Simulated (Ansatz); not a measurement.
BH₃OF₂: several calculations on one system

### Relaxation

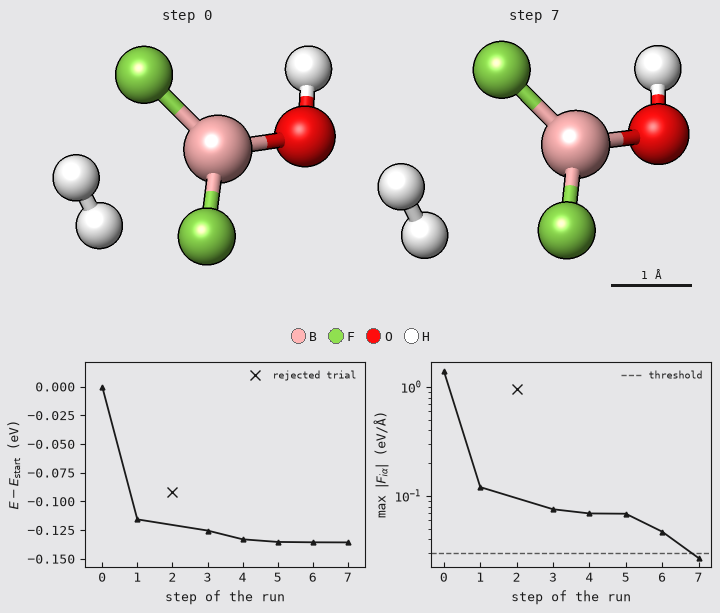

First and last geometry of a relaxation of BH₃OF₂, with the history of the run. Style: ball-and-stick. Shown from a free direction.

The run prepares an end point of a later path (reaction) calculation, from a guessed geometry.

Computed with Ansatz, RKS B3LYP-D4/def2-SVP. Set-up: no spin polarisation; force threshold 0.03 eV/Å; at most 50 steps.

**What do the curves and the structures tell?**

It converged. The energy falls by 0.136 eV in 6 accepted moves (7 points after the start). The largest force component goes from 1.4 to 0.027 eV/Å. The line search rejected the trial step at point 2 of the run. The atom that moves furthest after the best rigid fit is an H atom (0.44 Å). Largest moves by element: H 0.44 Å, F 0.25 Å, B 0.21 Å, O 0.11 Å. Some distances before and after: H–H 0.716 → 0.761 Å, B–F 1.328 → 1.332 Å.

```
step  E − E(0), eV  largest force component, eV/Å      note
   0        0.0000                         1.3978          
   1       -0.1156                         0.1206          
   2       -0.0914                         0.9533  rejected
   3       -0.1253                         0.0755          
   4       -0.1330                         0.0691          
   5       -0.1353                         0.0687          
   6       -0.1356                         0.0471          
   7       -0.1357                         0.0270
```

### Relaxation

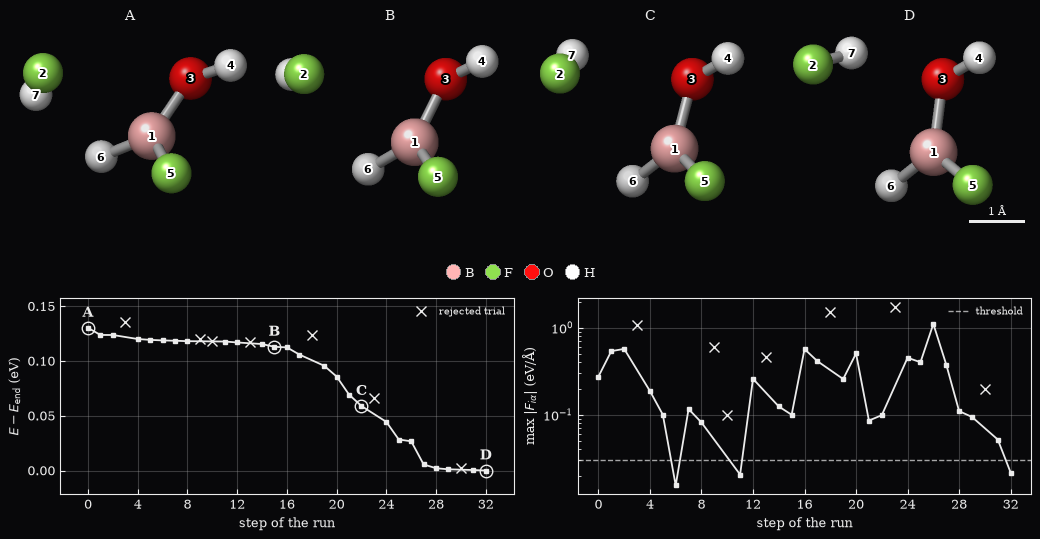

Frames of a relaxation of BH3OF2, marked on the history of the run. The picture is a ball-and-stick view, seen face on.

The run prepares an end point of a later path (reaction) calculation, from a guessed geometry.

All numbers below come from RKS B3LYP-D4/def2-SVP in Ansatz 0.2.0. Set-up: no spin polarisation; force threshold 0.03 eV/Å; at most 50 steps.

> What happens along the run?

After 25 accepted moves (32 points after the start) the energy has fallen by 0.130 eV. The largest force component goes from 0.27 to 0.022 eV/Å. The line search rejected the trial steps at points 3, 9, 10, 13, 18, 23, 30 of the run. The forces were under the threshold at step 6, but the run went on from there. H7 moves most after the best rigid fit: 1.01 Å. Largest moves by element: H 1.01 Å, O 0.54 Å, F 0.48 Å, B 0.30 Å. Near-neighbour distances that change, for instance: B1–O3 1.345 → 1.362 Å, F2–H7 0.928 → 0.935 Å, B1–F5 1.331 → 1.327 Å. Among the angles between lasting bonds that change: O3–B1–F5 121.5° → 119.3°. From step 0 to 15: H7 moves most (0.38 Å), energy −0.017 eV. From step 15 to 22: H7 moves most (0.50 Å), energy −0.054 eV. From step 22 to 32: H7 moves most (0.35 Å), energy −0.059 eV.

### Path

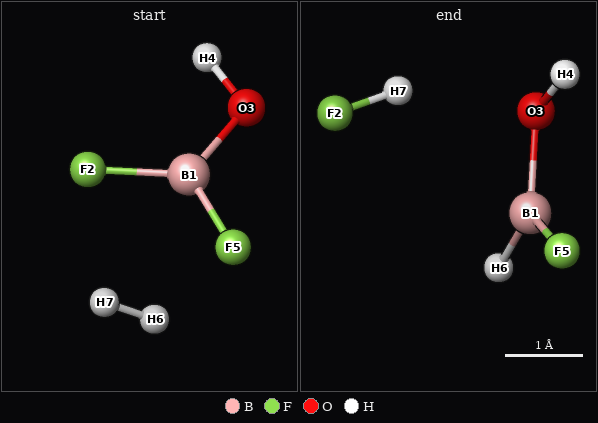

The two relaxed end points of a path for BH₃OF₂, made up at the start of BHOF2 and H2. A ball-and-stick model, seen from a free direction.

These are results of RKS B3LYP-D4/def2-SVP in Ansatz, not measurements.

Settings: 5 movable images; climbing image; force threshold 0.05 eV/Å; iteration limit 60.

Start:
```xyz
7

B    -0.1126   -0.4934   -0.1245
F    -0.0040   -0.7695    1.1741
O     0.9536   -0.4964   -0.9446
H     1.7810   -0.7078   -0.4938
F    -1.3107   -0.2207   -0.6092
H     0.2220    2.3720    0.8201
H     0.1890    1.8894    1.4072
```

End:
```xyz
7

B    -0.2018    0.5979   -0.4891
F     0.3339   -0.0052    2.2824
O     1.0579    0.1277   -0.2719
H     1.1846   -0.7760   -0.6017
F    -1.0928   -0.1847   -1.0842
H    -0.4789    1.7169   -0.1639
H     0.9154    0.0971    1.5576
```

Predict the minimum-energy path and its barrier.

Answer. Forward barrier 2.23 eV, backward barrier 1.03 eV, with image 3 at the top; the reaction energy is +1.20 eV. Breaking: B1–F2 (1.33 → 1.65 at the top → 2.89 Å), H6–H7 (0.76 → 1.05 at the top → 2.74 Å). Forming: B1–H6 (3.04 → 1.36 at the top → 1.20 Å), F2–H7 (2.68 → 1.16 at the top → 0.93 Å). The band is converged. At the top, the vibrational analysis gives one imaginary mode (1204i cm⁻¹), as a transition state must have.

Energies of the converged images:

```tsv
image	path (Å)	E (eV)
0	0.00	0.000
1	0.91	0.338
2	1.83	0.332
3	2.74	2.230
4	3.63	1.337
5	4.51	1.292
6	5.39	1.197
```

The geometry at the top of the path:

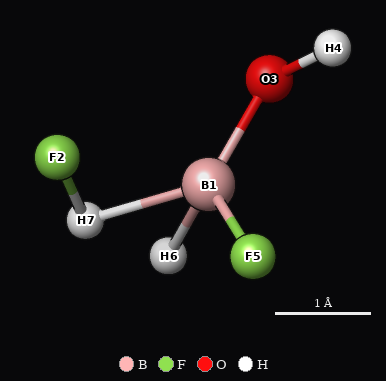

Limits of the set-up: the start holds two separate molecules, 2.7 Å apart at their closest, whose relative position is a soft coordinate.
